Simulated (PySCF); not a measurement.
# SiS (SMILES [Si-]#[S+]) at MP2/STO-6G

Aim: the vertical singlet–triplet gap of SiS at MP2/STO-6G, from 2 runs. The job is set up through a Python script.

Program for the calculation: PySCF 2.14.0.

29 further runs of the same task are left out: 15 that didn't finish, 14 set aside as unsound or not needed.

### Step 1. The structure to begin with

SiS: 2 atoms, total charge 0, spin state singlet. As SMILES, `[Si-]#[S+]`. Geometry: the measured bond length.

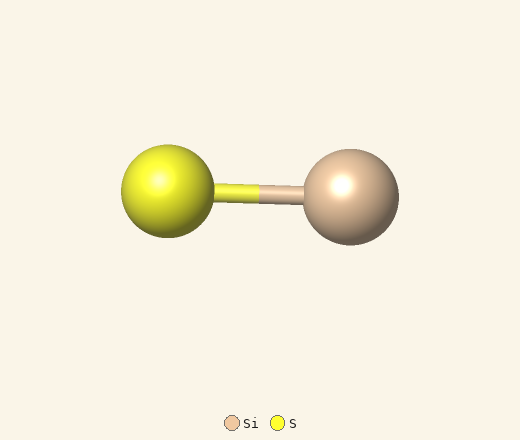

Viewed from a chosen angle; silicon light orange, sulfur yellow.

### Step 2. A single-point energy at MP2/STO-6G

Input file calc.py:

```python
from pyscf import gto, mp

molecule = gto.Mole()
molecule.atom = '''
Si   0.000000   0.000000   0.000000
S    0.000000   0.000000   1.929321
'''
molecule.max_memory = 1860
molecule.basis = 'sto-6g'
molecule.verbose = 3
molecule.build()

mf = molecule.RHF()
mf.conv_tol = 1e-10
mf.kernel()
if not mf.converged:
    mf = mf.newton().run(mf.mo_coeff, mf.mo_occ)

pt = mp.MP2(mf, frozen=10).run()
energy = pt.e_tot
print(f'total energy: {energy:.8f} hartree')
```

Command:

```bash
$ OMP_NUM_THREADS=1 python calc.py
```

The program printed:

```text
converged SCF energy = -684.0127015829
E(RMP2) = -684.108697020605  E_corr = -0.095995437705377
E(SCS-RMP2) = -684.106187526696  E_corr = -0.0934859437960781
total energy: -684.10869702 hartree
```

It took 0.85 s on 1 thread of Intel Xeon Platinum 8488C (Sapphire Rapids), shared host; peak memory 0.12 GiB.

### Step 3. The triplet

Input file run.py:

```python
from pyscf import gto, scf, mp

mol = gto.M(
    atom=[
    ('Si', (0.000000, 0.000000, 0.000000)),
    ('S', (0.000000, 0.000000, 1.929321)),
],
    verbose=3,
    spin=2,
    max_memory=1860,
    basis='sto-6g',
)

calc0 = scf.UHF(mol)
calc0.conv_tol = 1e-10
calc0.kernel()
if not calc0.converged:
    calc0 = calc0.newton().run(calc0.mo_coeff, calc0.mo_occ)

pt = mp.MP2(calc0, frozen=10).run()
energy = pt.e_tot
print(f'total energy: {energy:.8f} hartree')
```

Command:

```bash
$ OMP_NUM_THREADS=1 python run.py
```

The program printed:

```text
WARN: HOMO 0.0882226160659917 >= LUMO -0.234375973835425

SCF not converged.
SCF energy = -683.902334488944 after 50 cycles  <S^2> = 2.304374  2S+1 = 3.1964818
converged SCF energy = -683.904284307176  <S^2> = 2.5058274  2S+1 = 3.320137
E(UMP2) = -683.939121511648  E_corr = -0.0348372044718198
E(SCS-UMP2) = -683.939243443288  E_corr = -0.0349591361116508
total energy: -683.93912151 hartree
```

Wall time 0.89 s (1 thread of Intel Xeon Platinum 8488C (Sapphire Rapids), shared host); peak memory 0.12 GiB.

### Step 4. Results

At MP2/STO-6G, 10 core orbitals frozen:

| quantity | value |
| --- | --- |
| singlet: total energy | -684.10870 Eh |
| singlet: dipole moment (Hartree–Fock density) | 2.07 D |
| singlet: HOMO energy (Hartree–Fock orbitals) | -6.15 eV |
| singlet: LUMO energy (Hartree–Fock orbitals) | 6.57 eV |
| singlet: HOMO–LUMO gap (Hartree–Fock orbitals) | 12.72 eV |
| singlet: correlation energy (10 core orbitals frozen) | -96.0 mEh |
| triplet: total energy | -683.93912 Eh |
| triplet: dipole moment (Hartree–Fock density) | 2.35 D |
| triplet: HOMO energy (Hartree–Fock orbitals) (highest over α and β) | -3.15 eV |
| triplet: LUMO energy (Hartree–Fock orbitals) (lowest over α and β) | 4.03 eV |
| triplet: correlation energy (10 core orbitals frozen) | -34.8 mEh |
| triplet: ⟨S²⟩ of the reference determinant | 2.506 |
| vertical energy of the triplet above the singlet | 4.614 eV |

In words: At this shape the triplet lies 4.61 eV (445 kJ/mol) above the singlet. In a minimal basis such a difference can be off by several eV, whatever the method. ⟨S²⟩ (triplet) is 2.51 where a pure triplet has 2.00: the reference is spin-contaminated.
